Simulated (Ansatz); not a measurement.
# A hypothetical structure for HgH2

Starting from a made-up structure for HgH2, the aim is the relaxed cell, its shortest contacts and, where a second run follows, its electronic structure.

Method: DFT, PBEsol, plane-wave PAW, files of the set soft_1, scalar-relativistic, no spin, cell and ions relaxed at zero pressure; PAW set soft_1, in the first sound run; inputs show where later runs differ, in Ansatz 0.2.0.

## (1) The structure

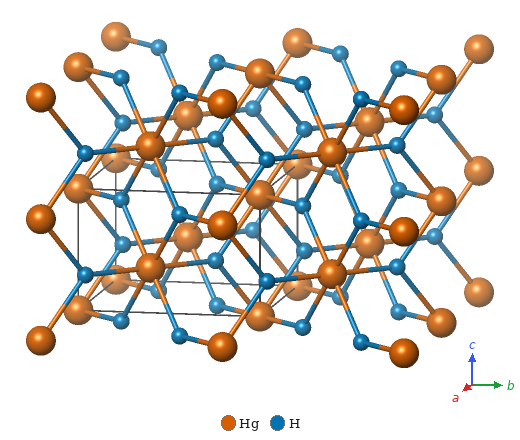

The starting structure, seen slightly off an axis (mercury orange, hydrogen blue). 2×2×2 cells are drawn. Some periodic images of atoms are drawn too.

## (2) Relaxation of the guess

The guess takes its coordinates from another compound and its volume from a rule, so the cell and any free coordinates are relaxed together.

Input file input.yaml:

```yaml
crystal:
  lattice:
    - [4.607, 0.0, 0.0]
    - [0.0, 4.607, 0.0]
    - [0.0, 0.0, 3.064]
  atoms:
    - { symbol: Hg, position: [0.5, 0.5, 0.5] }
    - { symbol: Hg, position: [0.0, 0.0, 0.0] }
    - { symbol: H, position: [0.7973, 0.2027, 0.5] }
    - { symbol: H, position: [0.7027, 0.7027, 0.0] }
    - { symbol: H, position: [0.2027, 0.7973, 0.5] }
    - { symbol: H, position: [0.2973, 0.2973, 0.0] }
kpoints:
  mp_grid: { grid: [6, 6, 9] }
scf:
  occupations: { method: fermi_dirac, width: 0.05 }
hamiltonian:
  xc: pbesol
  pseudopotentials: { kind: paw, azcp: { folder: soft_1 }, xc_functional: pbe }
relax:
  f_tol: 0.015
  max_steps: 70
  cell: {}
output:
  forces: true
  stress: true
```

Launch:

```sh
$ ansatz run input.yaml --threads 4 --pin off --max-ram 10240MiB --backend cpu --events-out ev --progress --plain --runs-dir out
```

Numbers of over 12 decimals in the logs are rounded to 6 here.

What it wrote:

```text
Engine: ansatz 0.2.0, aarch64-unknown-linux-gnu
Pseudopotentials: kind: paw
Pseudopotential: Hg, paw, valence charge 20, recommended cutoff 420 eV (normal), soft_1/Hg.paw.azcp
Pseudopotential: H, paw, valence charge 1, recommended cutoff 420 eV (normal), soft_1/H.paw.azcp
Functional definition: PBEsol
  exchange = pbesol_x
  correlation = pbesol_c
Crystal: 6 atoms, lattice volume = 65.032 Å³
Basis set: ecut = 420 eV, 1259 PW (Γ), exchange–correlation on 64×64×48 points (8 copies of the dense FFT grid, shifted against one another)
Bands: 28, of which v1, the nominal top of the filled ones, is band 22 counted from 1 (21 counted from 0)
Symmetry: 16 space group operations
Space group: P42/mnm (ITA 136), of the structure as read, at distance tolerance 4.0e-5 Å
k-points: 50 of 324
Non-local potential: Hg, projectors of the file, l = 0: 3, l = 1: 2, l = 2: 2, l = 3: 1
Non-local potential: H, projectors of the file, l = 0: 2, l = 1: 1
PAW form: soft (Blöchl's): semilocal exchange-correlation on the pseudo side does not see the compensation charge
PAW frozen core: Hg, regenerated for the run's functional, and the local potential with it (the file was generated under x = pbe(κ = 0.804, μ = 0.219515), c = pbe(β = 0.066725))
PAW one-centre angular grid: Hg, 590 points (default); XC on 64 Gauss nodes
PAW one-centre angular grid: H, 110 points (default); XC on 64 Gauss nodes
Initial density: superposition of atomic densities (chi_scale 0.1, normalization cell, long waves kept (reshape's long-wave potential 0.00 eV rms))
Initial wavefunctions: pseudopotential atomic-orbital guess
Functional: x = pbesol(κ = 0.804, μ = 0.123457), c = pbesol(β = 0.046)
SCF iter   1: F=—  HF=-27400.857338 eV  |F-HF|=—  |Δ(HF+E_count)|=         —  Δρ=6.13e-2  dr2=2.96e0  ethr=3.10e-3  ⟨swp⟩=5.6  Hψ=5474  notcnv=0  defer=7
preconditioner: auto → Resta (q_TF=auto, 2.556 Å⁻¹)  ε∞=5.7  [insulator: Δε(μ)=0.300 eV  Ē_g=11.284 eV  σ=0.050 eV  W_gap=0.78  n_scr=18 (ndim 8)  ℏωp=24.4 eV  f_vac=0.014  D(μ)=0.23/eV (n_scr^D=0)  ε∞_Penn≈5.7]
SCF iter   2: F=—  HF=-27400.019744 eV  |F-HF|=—  |Δ(HF+E_count)|=   8.38e-1  Δρ=2.50e-2  dr2=4.67e-1  ethr=3.10e-3  ⟨swp⟩=2.3  Hψ=2545  notcnv=0  defer=72
SCF iter   3: F=—  HF=-27399.846850 eV  |F-HF|=—  |Δ(HF+E_count)|=   1.73e-1  Δρ=5.28e-3  dr2=1.50e-2  ethr=1.06e-3  ⟨swp⟩=2.1  Hψ=2238  notcnv=0  defer=72
SCF iter   4: F=—  HF=-27399.845930 eV  |F-HF|=—  |Δ(HF+E_count)|=   9.20e-4  Δρ=1.43e-3  dr2=5.61e-4  ethr=3.41e-5  ⟨swp⟩=2.0  Hψ=2111  notcnv=0  defer=70
SCF iter   5: F=—  HF=-27399.846229 eV  |F-HF|=—  |Δ(HF+E_count)|=   2.99e-4  Δρ=1.18e-4  dr2=6.18e-6  ethr=1.28e-6  ⟨swp⟩=2.6  Hψ=2043  notcnv=0  defer=70
SCF iter   6: F=—  HF=-27399.846238 eV  |F-HF|=—  |Δ(HF+E_count)|=   9.38e-6  Δρ=1.85e-5  dr2=1.61e-7  ethr=1.40e-8  ⟨swp⟩=2.0  Hψ=2029  notcnv=0  defer=70
SCF iter   7: F=-27399.846238 eV  HF=-27399.846238 eV  |F-HF|=8.73e-11  |Δ(HF+E_count)|=   1.77e-7  Δρ=4.89e-6  dr2=2.43e-8  ethr=2.27e-10  ⟨swp⟩=4.0  Hψ=4512  notcnv=0
SCF 1 converged in 7 iterations: F = -27399.846238 eV  dr2 = 2.43e-8
  greatest PAW one-centre occupation: 1.000 electrons in one spin orbital (limit 2), on the Hg atom at site 1 (counted from 0), in its partial waves of l = 0
relax step   1: F+E_penalty+E_count = -27399.84623835 eV  Δ(F+E_penalty+E_count) = +0.000e0 eV  max|allowed force component| = 2.803e-1 eV/Å  Δτ_max = 0.0000 Å  P = +5.071 GPa  Ω = 65.032 Å³  (7 SCF iters, dr2 threshold 1.00e-7 eV, accepted)
Crystal: 6 atoms, lattice volume = 72.430 Å³
Basis set: ecut = 420 eV, 1419 PW (Γ), exchange–correlation on 64×64×48 points (8 copies of the dense FFT grid, shifted against one another)
Initial density: handed on by an earlier stage of this run
Initial wavefunctions: those handed on with the density
iter 1 solved again at ethr=1.89e-4 eV; its pass at ethr=3.10e-3 eV (dr2=8.30e-2 eV) is discarded
SCF iter   1: F=—  HF=-27400.053347 eV  |F-HF|=—  |Δ(HF+E_count)|=         —  Δρ=1.14e-2  dr2=8.64e-2  ethr=1.89e-4  ⟨swp⟩=1.5  Hψ=7076  notcnv=0
preconditioner: auto → Kerker (q_TF=auto, 2.511 Å⁻¹)  [metal: Δε(μ)=0.067 eV  Ē_g=11.521 eV  σ=0.050 eV  W_gap=0.30  n_scr=18 (ndim 8)  ℏωp=23.1 eV  f_vac=0.062  D(μ)=0.56/eV (n_scr^D=0)]
SCF iter   2: F=—  HF=-27400.034445 eV  |F-HF|=—  |Δ(HF+E_count)|=   1.89e-2  Δρ=6.54e-3  dr2=2.86e-2  ethr=1.89e-4  ⟨swp⟩=1.9  Hψ=1556  notcnv=0
SCF iter   3: F=—  HF=-27400.026266 eV  |F-HF|=—  |Δ(HF+E_count)|=   8.18e-3  Δρ=1.01e-3  dr2=7.70e-4  ethr=6.49e-5  ⟨swp⟩=2.2  Hψ=2210  notcnv=0
SCF iter   4: F=—  HF=-27400.026253 eV  |F-HF|=—  |Δ(HF+E_count)|=   1.28e-5  Δρ=2.36e-4  dr2=7.00e-5  ethr=1.75e-6  ⟨swp⟩=2.1  Hψ=1872  notcnv=0
SCF iter   5: F=—  HF=-27400.026233 eV  |F-HF|=—  |Δ(HF+E_count)|=   2.06e-5  Δρ=9.45e-5  dr2=9.61e-6  ethr=1.59e-7  ⟨swp⟩=2.3  Hψ=2061  notcnv=0
SCF iter   6: F=—  HF=-27400.026236 eV  |F-HF|=—  |Δ(HF+E_count)|=   3.35e-6  Δρ=3.54e-5  dr2=1.35e-6  ethr=2.19e-8  ⟨swp⟩=2.1  Hψ=2078  notcnv=0
SCF iter   7: F=-27400.026236 eV  HF=-27400.026236 eV  |F-HF|=1.63e-8  |Δ(HF+E_count)|=   3.48e-7  Δρ=1.13e-5  dr2=8.44e-8  ethr=1.36e-9  ⟨swp⟩=4.0  Hψ=4506  notcnv=0
SCF 2 converged in 7 iterations: F = -27400.026236 eV  dr2 = 8.44e-8
relax step   2: F+E_penalty+E_count = -27400.02623636 eV  Δ(F+E_penalty+E_count) = -1.800e-1 eV  max|allowed force component| = 4.153e-1 eV/Å  Δτ_max = 0.0768 Å  P = -2.780 GPa  Ω = 72.430 Å³  energy of the carried Pulay correction = -5.257e-3 eV  (7 SCF iters, dr2 threshold 6.00e-7 eV, accepted)
Crystal: 6 atoms, lattice volume = 76.096 Å³
Basis set: ecut = 420 eV, 1495 PW (Γ), exchange–correlation on 64×64×48 points (8 copies of the dense FFT grid, shifted against one another)
iter 1 solved again at ethr=1.42e-4 eV; its pass at ethr=3.10e-3 eV (dr2=6.26e-2 eV) is discarded
SCF iter   1: F=—  HF=-27400.311428 eV  |F-HF|=—  |Δ(HF+E_count)|=         —  Δρ=1.07e-2  dr2=6.35e-2  ethr=1.42e-4  ⟨swp⟩=1.4  Hψ=7062  notcnv=0
preconditioner: auto → Kerker (q_TF=auto, 2.490 Å⁻¹)  [metal: Δε(μ)=0.094 eV  Ē_g=11.357 eV  σ=0.050 eV  W_gap=0.42  n_scr=18 (ndim 8)  ℏωp=22.5 eV  f_vac=0.061  D(μ)=0.44/eV (n_scr^D=0)]
SCF iter   2: F=—  HF=-27400.301950 eV  |F-HF|=—  |Δ(HF+E_count)|=   9.48e-3  Δρ=6.63e-3  dr2=2.68e-2  ethr=1.42e-4  ⟨swp⟩=1.0  Hψ=1400  notcnv=0
SCF iter   3: F=—  HF=-27400.294688 eV  |F-HF|=—  |Δ(HF+E_count)|=   7.26e-3  Δρ=6.50e-4  dr2=2.13e-4  ethr=6.10e-5  ⟨swp⟩=2.1  Hψ=1697  notcnv=0
SCF iter   4: F=—  HF=-27400.294831 eV  |F-HF|=—  |Δ(HF+E_count)|=   1.42e-4  Δρ=1.31e-4  dr2=1.61e-5  ethr=4.85e-7  ⟨swp⟩=2.1  Hψ=2072  notcnv=0
SCF iter   5: F=—  HF=-27400.294834 eV  |F-HF|=—  |Δ(HF+E_count)|=   3.10e-6  Δρ=5.08e-5  dr2=2.67e-6  ethr=3.67e-8  ⟨swp⟩=2.0  Hψ=2040  notcnv=0
SCF iter   6: F=-27400.294834 eV  HF=-27400.294834 eV  |F-HF|=5.44e-8  |Δ(HF+E_count)|=   1.86e-7  Δρ=1.96e-5  dr2=4.96e-7  ethr=1.36e-9  ⟨swp⟩=4.0  Hψ=4508  notcnv=0
SCF 3 converged in 6 iterations: F = -27400.294834 eV  dr2 = 4.96e-7
relax step   3: F+E_penalty+E_count = -27400.29483399 eV  Δ(F+E_penalty+E_count) = -2.686e-1 eV  max|allowed force component| = 5.650e-1 eV/Å  Δτ_max = 0.1031 Å  P = -3.392 GPa  Ω = 76.096 Å³  energy of the carried Pulay correction = -7.658e-3 eV  (6 SCF iters, dr2 threshold 6.00e-7 eV, accepted)
[... from here on, the SCF cycles and remarks between the steps are left out ...]
relax step   4: F+E_penalty+E_count = -27400.65291726 eV  Δ(F+E_penalty+E_count) = -3.581e-1 eV  max|allowed force component| = 3.477e-1 eV/Å  Δτ_max = 0.1953 Å  P = +3.640 GPa  Ω = 80.300 Å³  energy of the carried Pulay correction = -1.026e-2 eV  (6 SCF iters, dr2 threshold 6.00e-7 eV, accepted)
relax step   5: F+E_penalty+E_count = -27400.67464990 eV  Δ(F+E_penalty+E_count) = -2.173e-2 eV  max|allowed force component| = 2.252e-1 eV/Å  Δτ_max = 0.0538 Å  P = -0.030 GPa  Ω = 80.148 Å³  energy of the carried Pulay correction = -1.017e-2 eV  (5 SCF iters, dr2 threshold 6.00e-7 eV, accepted)
relax step   6: F+E_penalty+E_count = -27400.71473956 eV  Δ(F+E_penalty+E_count) = -4.009e-2 eV  max|allowed force component| = 3.617e-2 eV/Å  Δτ_max = 0.0503 Å  P = +0.622 GPa  Ω = 82.418 Å³  energy of the carried Pulay correction = -1.152e-2 eV  (5 SCF iters, dr2 threshold 6.00e-7 eV, accepted)
relax step   7: F+E_penalty+E_count = -27400.72640253 eV  Δ(F+E_penalty+E_count) = -1.166e-2 eV  max|allowed force component| = 2.363e-2 eV/Å  Δτ_max = 0.0361 Å  P = -0.151 GPa  Ω = 85.900 Å³  energy of the carried Pulay correction = -1.351e-2 eV  (5 SCF iters, dr2 threshold 6.00e-7 eV, accepted)
relax step   8: F+E_penalty+E_count = -27400.72741605 eV  Δ(F+E_penalty+E_count) = -1.014e-3 eV  max|allowed force component| = 7.246e-3 eV/Å  Δτ_max = 0.0114 Å  P = -0.038 GPa  Ω = 86.266 Å³  energy of the carried Pulay correction = -1.372e-2 eV  (5 SCF iters, dr2 threshold 1.68e-7 eV, accepted)
relax step   9: F+E_penalty+E_count = -27400.72811222 eV  Δ(F+E_penalty+E_count) = -6.962e-4 eV  max|allowed force component| = 4.091e-5 eV/Å  Δτ_max = 0.0025 Å  P = +0.015 GPa  Ω = 85.849 Å³  energy of the carried Pulay correction = -1.349e-2 eV  (5 SCF iters, dr2 threshold 1.05e-7 eV, accepted)
relax step  10: F+E_penalty+E_count = -27400.75365165 eV  Δ(F+E_penalty+E_count) = -2.554e-2 eV  max|allowed force component| = 2.532e-3 eV/Å  Δτ_max = 0.0000 Å  P = +0.330 GPa  Ω = 85.849 Å³  stress off target by 3.36e-1 GPa  SCF on the basis re-selected at this cell (its energy is not comparable with the rows above)  (7 SCF iters)
relax step  11: F+E_penalty+E_count = -27400.75490968 eV  Δ(F+E_penalty+E_count) = -1.258e-3 eV  max|allowed force component| = 3.946e-3 eV/Å  Δτ_max = 0.0099 Å  P = +0.067 GPa  Ω = 87.340 Å³  energy of the carried Pulay correction = -7.658e-4 eV  (5 SCF iters, dr2 threshold 2.82e-7 eV, accepted)
relax step  12: F+E_penalty+E_count = -27400.75479977 eV  Δ(F+E_penalty+E_count) = +1.099e-4 eV  max|allowed force component| = 7.173e-4 eV/Å  Δτ_max = 0.0050 Å  P = +0.010 GPa  Ω = 87.897 Å³  energy of the carried Pulay correction = -1.064e-3 eV  (5 SCF iters, dr2 threshold 1.22e-8 eV, accepted)
iter 1 solved again at ethr=7.62e-8 eV; its pass at ethr=3.10e-3 eV (dr2=3.35e-5 eV) is discarded
SCF iter   1: F=—  HF=-27400.754509 eV  |F-HF|=—  |Δ(HF+E_count)|=         —  Δρ=2.86e-4  dr2=1.98e-6  ethr=7.62e-8  ⟨swp⟩=3.0  Hψ=9576  notcnv=0
preconditioner: auto → Resta (q_TF=auto, 2.431 Å⁻¹)  ε∞=4.5  [insulator: Δε(μ)=1.942 eV  Ē_g=11.272 eV  σ=0.050 eV  W_gap=1.00  n_scr=18 (ndim 8)  ℏωp=21.0 eV  f_vac=0.120  D(μ)=0.00/eV (n_scr^D=0)  ε∞_Penn≈4.5]
SCF iter   2: F=—  HF=-27400.755515 eV  |F-HF|=—  |Δ(HF+E_count)|=   1.01e-3  Δρ=1.44e-4  dr2=4.51e-7  ethr=4.50e-9  ⟨swp⟩=2.0  Hψ=2096  notcnv=0
SCF iter   3: F=—  HF=-27400.755849 eV  |F-HF|=—  |Δ(HF+E_count)|=   3.33e-4  Δρ=9.90e-6  dr2=5.55e-9  ethr=1.02e-9  ⟨swp⟩=2.0  Hψ=2100  notcnv=0
SCF iter   4: F=—  HF=-27400.755850 eV  |F-HF|=—  |Δ(HF+E_count)|=   1.46e-6  Δρ=7.11e-7  dr2=9.13e-10  ethr=1.26e-11  ⟨swp⟩=2.0  Hψ=2100  notcnv=0
SCF iter   5: F=—  HF=-27400.755850 eV  |F-HF|=—  |Δ(HF+E_count)|=   1.20e-9  Δρ=4.03e-7  dr2=1.94e-10  ethr=2.08e-12  ⟨swp⟩=2.0  Hψ=2012  notcnv=0
SCF iter   6: F=-27400.755850 eV  HF=-27400.755850 eV  |F-HF|=5.82e-11  |Δ(HF+E_count)|=  1.82e-10  Δρ=1.49e-7  dr2=2.83e-11  ethr=1.00e-12  ⟨swp⟩=4.1  Hψ=4504  notcnv=0
SCF 13 converged in 6 iterations: F = -27400.755850 eV  dr2 = 2.83e-11
relax step  13: F+E_penalty+E_count = -27400.75585007 eV  Δ(F+E_penalty+E_count) = -1.050e-3 eV  max|allowed force component| = 5.913e-4 eV/Å  Δτ_max = 0.0000 Å  P = +0.008 GPa  Ω = 87.897 Å³  stress off target by 1.23e-2 GPa  SCF on the basis re-selected at this cell (its energy is not comparable with the rows above)  (6 SCF iters)
basis re-selected at this cell: Δ(F+E_penalty+E_count) = -1.050e-3 eV, ΔP = -0.002 GPa vs the last step (what re-selecting the basis moved, of the pressure what is left beyond the Pulay correction that the steps carried, after the strain that the cell walked since its last selection, with what the two solves' SCF thresholds leave and, on support functions, any second-order correction that the steps lacked; it is no m [...]
SCF converged after 6 iterations
Free energy (F): -27400.755850 eV
Harris-Foulkes:  -27400.755850 eV  (|F-HF|=5.82e-11)
Internal energy: -27400.755850 eV  (E = F + TS)
E sigma→0 (E₀):  -27400.755850 eV
Fermi energy:    6.174349 eV
--- Per-component energies (eV) ---
  E_band       = -1105.972339
  E_kinetic    = 1200.265743
  E_local      = -6825.741819  (includes V_loc(G=0)·N_el)
  E_nonlocal   = 172.655972
  E_hartree    = 2902.338553
  E_xc         = -451.341187
  E_vxc        = -541.521628  (∫ρ·V_xc dr)
  E_paw        = -19626.758636  (= ΣΔE_a)
  E_vpaw       = -916.304849  (= ΣTr[D̂ρ^β])
  E_aug_tail   = -0.003115  (compensation charges beyond the density's cutoff)
  E_ewald      = -4772.828780
  E_core_change = 0.657420  (= ΣΔE_core)
  E_smearing   = -0.000000  (= −TS)
  E_closure    = -0.000000  (closes the sum)
  Σ components = -27400.755850   (vs F -27400.755850, Δ=0.00e0)
--- Forces (eV/Å), atoms counted from 1 ---
  atom   1  Hg     0.00000000     0.00000000     0.00000000
  atom   2  Hg    -0.00000000    -0.00000000     0.00000000
  atom   3  H      0.00059129    -0.00059129     0.00000000
  atom   4  H     -0.00059129    -0.00059129     0.00000000
  atom   5  H     -0.00059129     0.00059129     0.00000000
  atom   6  H      0.00059129     0.00059129     0.00000000
  max |Σ_I F_I| component: 1.08e-19 eV/Å
--- Stress (GPa, compression-positive) ---
        0.012272      -0.000000       0.000000
       -0.000000       0.012272       0.000000
        0.000000       0.000000      -0.000320
  P = ⅓ Tr σ = 0.0081 GPa (0.081 kbar)
--- Relaxed structure (11 steps of the walk, 11 accepted, 2 SCFs on fresh bases) ---
  F+E_penalty+E_count = -27400.75585007 eV   max|allowed force component| = 5.913e-4 eV/Å   (the final SCF, on the basis selected at the relaxed cell)
  cell:  # Å, volume = 87.8968 Å³
    - [5.126856, 0.0, 0.0]
    - [0, 5.126856, 0.0]
    - [0.0, 0.0, 3.344035]
  atoms:
    - { symbol: Hg, position: [0.5, 0.500000, 0.500000] }
    - { symbol: Hg, position: [-2.2592448135143985e-18, -7.1385860427017715e-19, 0.0] }
    - { symbol: H, position: [0.730264, 0.269736, 0.500000] }
    - { symbol: H, position: [0.769736, 0.769736, 0.0] }
    - { symbol: H, position: [0.269736, 0.730264, 0.500000] }
    - { symbol: H, position: [0.230264, 0.230264, 0.0] }
```

The job ended after 11 s (4 threads of Arm Neoverse V2, shared host; peak memory 0.43 GiB).

Step by step:

| step | energy less that of the first step (eV) | largest force component (eV/Å) | pressure (GPa) | volume (Å³) |
| --- | --- | --- | --- | --- |
| 1 | 0.0000 | 0.2803 | 5.07 | 65.03 |
| 2 | -0.1800 | 0.4153 | -2.78 | 72.43 |
| 3 | -0.4486 | 0.5650 | -3.39 | 76.10 |
| 4 | -0.8067 | 0.3477 | 3.64 | 80.30 |
| 5 | -0.8284 | 0.2252 | -0.03 | 80.15 |
| 6 | -0.8685 | 0.0362 | 0.62 | 82.42 |
| 7 | -0.8802 | 0.0236 | -0.15 | 85.90 |
| 8 | -0.8812 | 0.0072 | -0.04 | 86.27 |
| 9 | -0.8819 | 0.0000 | 0.02 | 85.85 |
| 10* | -0.9074 | 0.0025 | 0.33 | 85.85 |
| 11 | -0.9087 | 0.0039 | 0.07 | 87.34 |
| 12 | -0.9086 | 0.0007 | 0.01 | 87.90 |
| 13* | -0.9096 | 0.0006 | 0.01 | 87.90 |

Relaxation steps marked * repeat the geometry before them on a plane-wave basis chosen anew for their cell, so energy and pressure can jump there.

The run keeps the 16 symmetry operations that it works with, so distortions that break them were not tested.

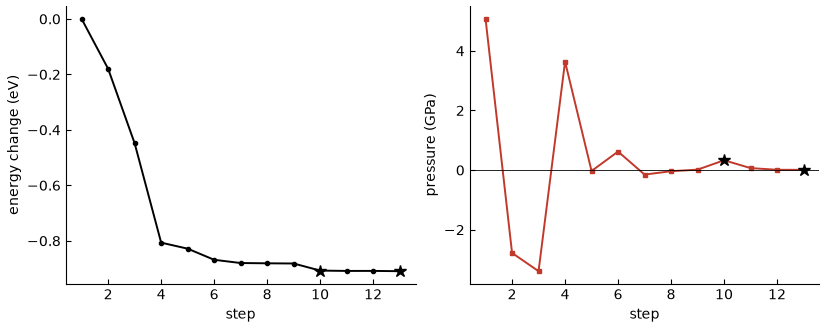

Energy and pressure along the relaxation. Stars mark steps on a basis chosen anew.

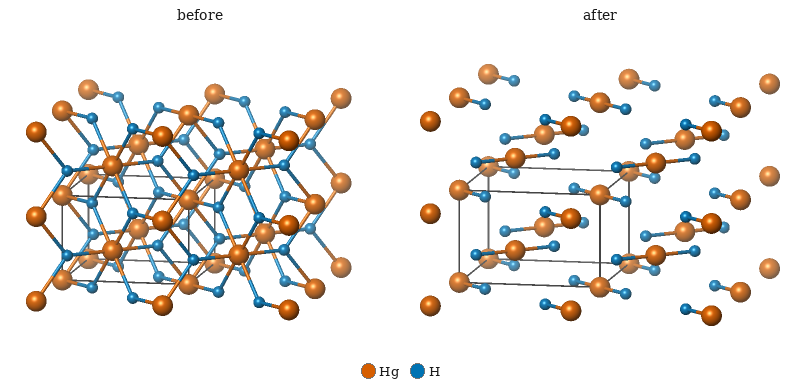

Before and after, at one scale. Bonds to atoms that aren't drawn are left out.

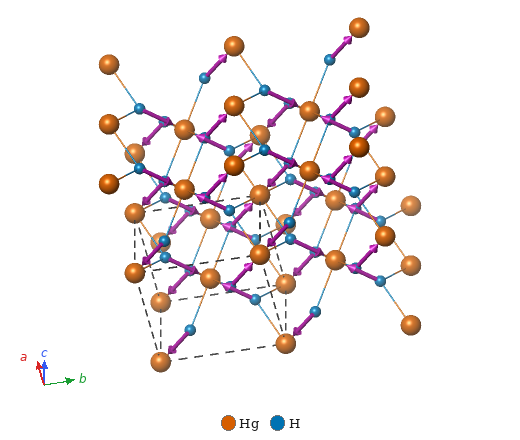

Displacements in the relaxation, exaggerated, measured against the changing cell; the longest in the cell stands for 0.49 Å. 2×2×2 cells are drawn. Some periodic images of atoms are drawn too.

| conventional cell, symmetrised | before | after | change |
| --- | --- | --- | --- |
| a (Å) | 4.607 | 5.127 | +11.3 % |
| b (Å) | 4.607 | 5.127 | +11.3 % |
| c (Å) | 3.064 | 3.344 | +9.1 % |
| volume (Å³/atom) | 10.84 | 14.65 | +35.2 % |

The atoms that moved most (Å, as changes of fractional coordinates times the final cell):

| atom | dx | dy | dz | length |
| --- | --- | --- | --- | --- |
| H3 | -0.344 | 0.344 | 0.000 | 0.486 |
| H5 | 0.344 | -0.344 | 0.000 | 0.486 |
| H6 | -0.344 | -0.344 | 0.000 | 0.486 |
| H4 | 0.344 | 0.344 | 0.000 | 0.486 |

This step gave:

| Item | Value |
| --- | --- |
| free energy | -27400.7559 eV |
| Fermi energy | 6.174 eV |
| gap by band count | 1.942 eV |
| electrons | 44 |
| symmetry operations | 16 |
| pressure | 0.008075 GPa |

The shortest distance of each pair, which need not be the same contact before and after:

| pair | guess (Å) | relaxed (Å) |
| --- | --- | --- |
| H–Hg | 1.937 | 1.670 |
| H–H | 2.641 | 3.067 |
| Hg–Hg | 3.064 | 3.344 |

The relaxation ends with a largest force component of 5.9e-4 eV/Å and a pressure of 0.01 GPa.

(Continued in part 2 of 2.)

[Logs are printed without paths, hosts, clocks, repeated set-up lines and the standing remarks that a program may print on its own settings, such as how far it seeks lower states.]

[Hosts, paths, dates, database ids (printed as entryN), source tags and the programs' standing remarks are cut or masked in the printed files.]
